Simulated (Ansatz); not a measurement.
# U-r2SCAN0/STO-3G run of [S2]−

What is the vertical doublet–quartet gap of [S2]− at U-r2SCAN0/STO-3G? 

The calculation is run with Ansatz 0.2.0.

31 further runs of the same task are left out: 28 that didn't finish, 3 set aside as unsound or not needed.

### 1 The molecule

[S2]−: 2 atoms, total charge -1, spin state doublet. Geometry: relaxed at GFN2-xTB.

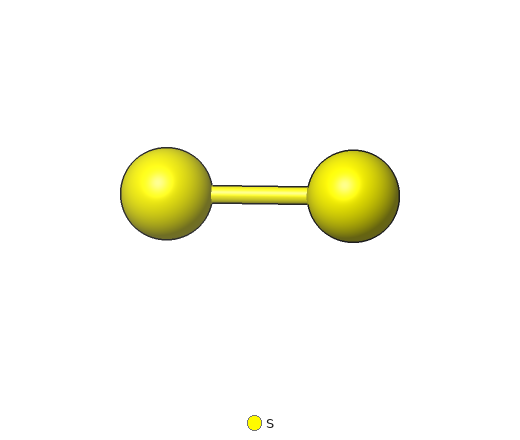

Viewed from a chosen angle; sulfur yellow.

### 2 A single-point energy at U-r2SCAN0/STO-3G

File job.yaml:

```yaml
crystal:
  periodic: [false, false, false]
  atoms:
    - {symbol: S, position_ang: [0.678550, -0.576410, -0.430000]}
    - {symbol: S, position_ang: [-0.678550, 0.576410, 0.430000]}
basis:
  gaussian:
    orbitals: STO-3G
hamiltonian:
  xc: {name: r2SCAN0}
magnetization:
  spin_polarized: true
  initial_magnetization: 1
total_charge: -1
accuracy: high
```

Run with:

```bash
$ ansatz run job.yaml --threads 1 --pin off --max-ram 2610MiB --events-out events.jsonl --progress --plain --runs-dir runs
```

The program printed:

```text
Warning: RAYON_NUM_THREADS=1 ignored (pool sized by the plan → 1); use --threads N
Functional definition: r2SCAN0
  name "r2SCAN0"
  parameter a = 0.25
  parameter k0 = 0.174
  parameter k1 = 0.065
  parameter a1 = 4.9479
  exchange = (1 - a)*r2scan_x(k0 = k0, k1 = k1, a1 = a1) + a*exact_x
  correlation = r2scan_c
297 factors; integrals over basis functions are off by at most 9.5e-9 eV
mean field evaluation 1: about -21424.9908 eV, gradient 2.9e0 eV
mean field evaluation 2: about -21425.0844 eV, gradient 2.7e-1 eV
mean field evaluation 4: about -21425.0835 eV, gradient 5.1e-2 eV
mean field evaluation 8: about -21425.0835 eV, gradient 1.2e-4 eV
mean field evaluation 16: about -21425.0835 eV, gradient 2.3e-9 eV
mean field -21425.08354514 eV, -787.3572978405 hartree, gradient 2.3e-9 eV, S^2 0.750261; 0 other end points of the search recorded, 0 dependent functions left out
reference -21425.08354542 eV, -787.3572978510 hartree; 17, 16 occupied and 1, 2 virtual orbitals, 297 factors
Total energy: -21425.08354542 eV, -787.3572978510 hartree
```

Wall time 3.3 s (1 thread of Arm Neoverse V1, shared host); peak memory 0.18 GiB.

### 3 The quartet at the same level

File molecule.yaml:

```yaml
crystal:
  periodic: [false, false, false]
  atoms:
    - {symbol: S, position_ang: [0.678550, -0.576410, -0.430000]}
    - {symbol: S, position_ang: [-0.678550, 0.576410, 0.430000]}
basis:
  gaussian:
    orbitals: STO-3G
total_charge: -1
magnetization:
  spin_polarized: true
  initial_magnetization: 3
hamiltonian:
  xc: {name: r2SCAN0}
accuracy: high
```

Run with:

```bash
$ ansatz run molecule.yaml --threads 1 --pin off --max-ram 2610MiB --events-out events.jsonl --progress --plain --runs-dir runs
```

The program printed, cut to the lines that bear on the results:

```text
Warning: RAYON_NUM_THREADS=1 ignored (pool sized by the plan → 1); use --threads N
[... 8 set-up lines as earlier in the session ...]
297 factors; integrals over basis functions are off by at most 9.5e-9 eV
mean field evaluation 1: about -21419.9787 eV, gradient 4.7e-1 eV
mean field evaluation 2: about -21419.9808 eV, gradient 2.5e-2 eV
mean field evaluation 4: about -21419.9989 eV, gradient 3.9e-4 eV
mean field evaluation 8: about -21419.9989 eV, gradient 3.2e-6 eV
mean field -21419.99888604 eV, -787.1704400652 hartree, gradient 1.7e-8 eV, S^2 3.750000; 0 other end points of the search recorded, 0 dependent functions left out
reference -21419.99888633 eV, -787.1704400758 hartree; 18, 15 occupied and 0, 3 virtual orbitals, 297 factors
Total energy: -21419.99888633 eV, -787.1704400758 hartree
```

Wall time 3.3 s (1 thread of Arm Neoverse V1, shared host); peak memory 0.18 GiB.

### 4 What came out

At U-r2SCAN0/STO-3G:

| quantity | value |
| --- | --- |
| doublet: total energy | -787.35730 Eh |
| doublet: ⟨S²⟩ | 0.750 |
| quartet: total energy | -787.17044 Eh |
| quartet: ⟨S²⟩ | 3.750 |
| vertical energy of the quartet above the doublet | 5.085 eV |

In words: At this shape the quartet lies 5.08 eV (491 kJ/mol) above the doublet. For an anion a state so high probably lies above electron detachment. In a minimal basis such a difference can be off by several eV, whatever the method.
